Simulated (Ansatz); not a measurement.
CH7ClSSi2 (SMILES S[SiH2][SiH2]CCl)

Input file:

```
crystal:
  periodic: [false, false, false]
  atoms:
    - { symbol: S, position_ang: [-1.8858, 1.7841, 1.9114] }
    - { symbol: Si, position_ang: [-0.8139, 0.091, 1.3295] }
    - { symbol: Si, position_ang: [0.9655, -0.31951, 2.74252] }
    - { symbol: C, position_ang: [1.75708, -1.93525, 2.17302] }
    - { symbol: Cl, position_ang: [3.14487, -2.30291, 3.19479] }
    - { symbol: H, position_ang: [-0.9236, 2.7231, 1.8401] }
    - { symbol: H, position_ang: [-1.77269, -1.07635, 1.36384] }
    - { symbol: H, position_ang: [-0.32786, 0.24928, -0.0214] }
    - { symbol: H, position_ang: [0.38116, -0.53798, 4.13502] }
    - { symbol: H, position_ang: [1.87019, 0.80085, 2.75644] }
    - { symbol: H, position_ang: [2.15212, -1.74055, 1.10663] }
    - { symbol: H, position_ang: [1.06583, -2.74831, 2.12299] }
basis:
  gaussian: { orbitals: def2-SVP }
hamiltonian:
  xc: r2scan
  dispersion: d4
relax:
  f_tol: 0.015
  max_steps: 40
output:
  orbitals: {}
```

Launched as:

```sh
ansatz run input.yaml --threads 2 --pin off --max-ram 3072MiB --backend cpu --events-out ev --progress --plain --runs-dir out
```

The fields are those of the relaxed geometry.

All numbers below come from Ansatz, RKS r2SCAN-D4/def2-SVP.

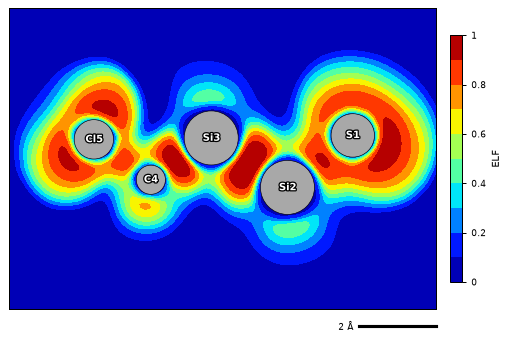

Figure 1. Electron localisation function on the plane of atoms Si3, C4 and Cl5. Grey discs cover the atomic cores.

Q: What do the fields say about this system?

A:
- The plane passes through S, Si, C and Cl nuclei.
- C–Cl (1.81 Å): the ELF peaks at about 0.85 between the atoms; localised, covalent bonding.
- C–Si (1.90 Å): the ELF peaks at about 0.95 between the atoms; a covalent bond.
- Si–S (2.16 Å): the ELF peaks at about 0.90 between the atoms; localised, covalent bonding.
- Si–Si (2.35 Å): the ELF peaks at about 1 between the atoms, as expected for localised, covalent bonding.
- The ELF also peaks beside Cl5 and S1, away from the bonds: lone-pair regions.

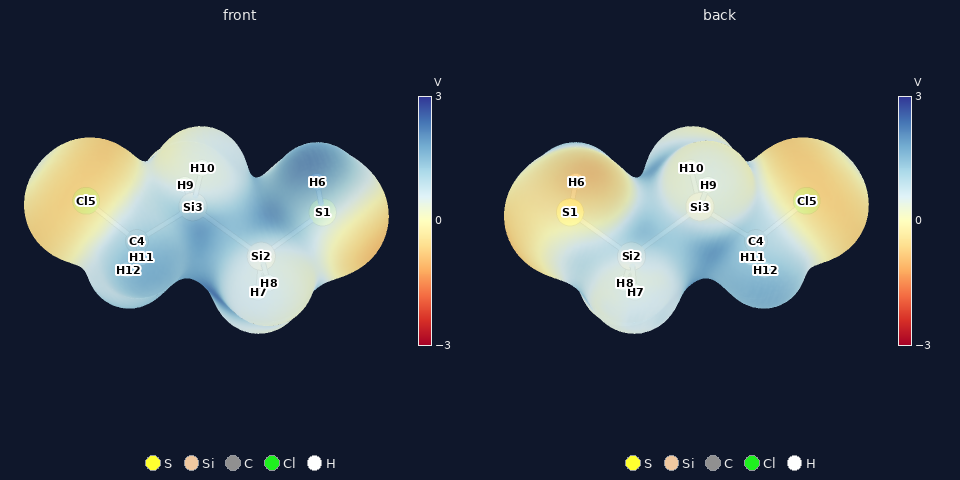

Figure 2. The electrostatic potential painted on the density surface at 0.004 e/bohr³, seen from the front and from behind; red is negative and blue positive.

Q: Which sites attract a positive test charge, and which a negative one?

A: A positive charge is drawn to the negative regions and a negative charge to the positive ones. The most negative region (about −0.8 V) lies over S1, the most positive (about +2.2 V) over Si2 and H6. Cl5 shows a σ-hole: about +0.4 V at the tip opposite its bond, against about −0.6 V on its flanks.

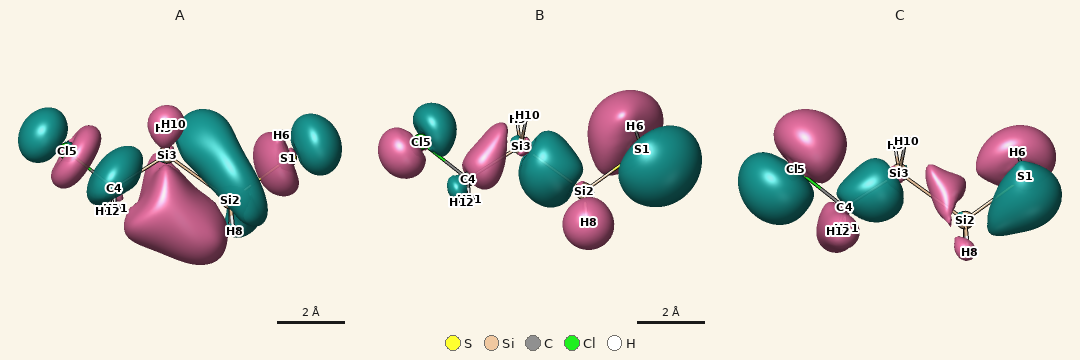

Figure 3. Three frontier orbitals at ±0.08 Å⁻³ᐟ² (teal and pink are the two phases), in no order.

Q: Order the three orbitals by energy and name them.

A: C is the HOMO−1 (−7.11 eV). Its weight (Hirshfeld) is mainly on Cl5 (about 55 %), S1 (about 20 %), C4 (about 10 %) and Si3 (about 5 %). B is the HOMO (−6.34 eV). Its weight (Hirshfeld) is mainly on S1 (about 60 %), Si2 (about 10 %), Cl5 (about 10 %) and Si3 (about 10 %). A is the LUMO (−1.38 eV). By Hirshfeld shares it lies mainly on Si2 (about 25 %), Si3 (about 20 %), S1 (about 15 %), Cl5 (about 15 %) and C4 (about 10 %).

Q: What is the HOMO–LUMO gap?

A: 4.96 eV between the orbital energies.

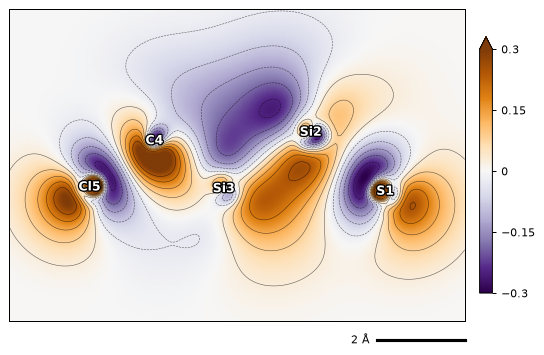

Figure 4. The LUMO on the plane of atoms Si2, Si3 and C4 (values in Å⁻³ᐟ²; the overall sign is arbitrary).

Q: What is the character of this orbital?

A: Its weight (Hirshfeld) is mainly on Si2 (about 25 %), Si3 (about 20 %), S1 (about 15 %), Cl5 (about 15 %) and C4 (about 10 %). Its energy is −1.38 eV.
